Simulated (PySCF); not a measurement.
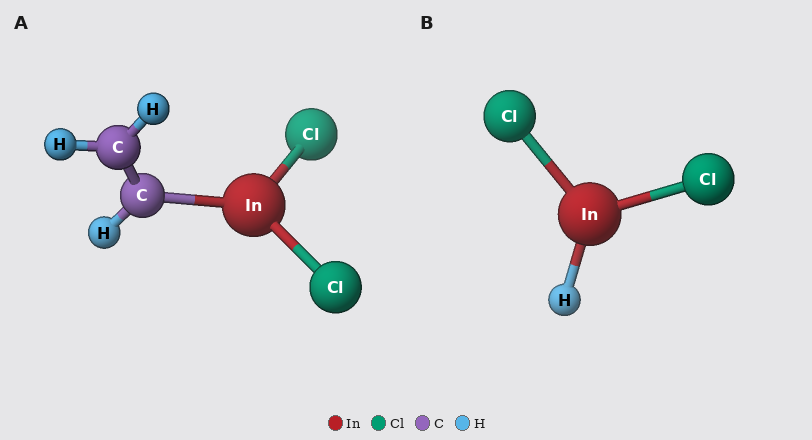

Two related species, optimised with PBE0-D3(BJ)/def2-SVP; properties computed with PySCF 2.14.0. Both: charge 0, singlet.

Identify both.

A is InCl2(vinyl), B is InCl2H.

Compare them. With ωB97X-D/def2-SVPD, core potentials on In: dipole moment (D), HOMO–LUMO gap (eV), HOMO energy (Kohn–Sham orbital) (eV), lowest vertical singlet excitation (eV), mean static polarisability (bohr³). With PBE0-D3(BJ)/def2-SVP: mean In–Cl length (Å).

```tsv
quantity	A	B
dipole moment (D)	4.03	2.84
HOMO–LUMO gap (eV)	10.09	10.38
HOMO energy (Kohn–Sham orbital) (eV)	−10.46	−10.88
lowest vertical singlet excitation (eV)	5.77	5.86
mean static polarisability (bohr³)	87.9	62.9
mean In–Cl length (Å)	2.343	2.338
```

Each is one conformer, and no frequency run is at hand to confirm it as a minimum.
